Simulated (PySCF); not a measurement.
Molecule: SMILES [SbH2], doublet. Atoms near the plane z = 0.0 Å, at the PBE0/def2-SVP optimised geometry (x, y, z in Å): Sb1 (-0.9, -0.9, 0.0), H2 (0.9, -0.9, 0.0), H3 (-0.9, 0.9, 0.0).

Calculation: unrestricted PBE0/def2-TZVP, def2 effective core potentials past Kr (PySCF). The core electrons that the potentials of Sb replace are not part of the density. Cells within 0.4 Å of a nucleus heavier than hydrogen are left out (blank, or x). The values are rescaled to run from 0 to 1.

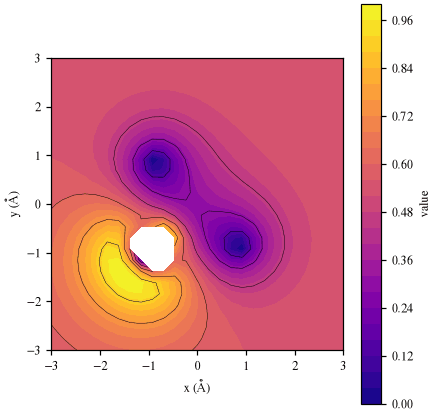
*a field on the plane z = 0.0 Å.*

Q: Which quantity is mapped?
(A) deformation density (molecule minus spherical neutral atoms)
(B) Laplacian of the electron density
(C) log10 of the electron density
(D) an orbital amplitude

A: D, an orbital amplitude. In full: HOMO−1 amplitude (α) (bohr^(-3/2)).
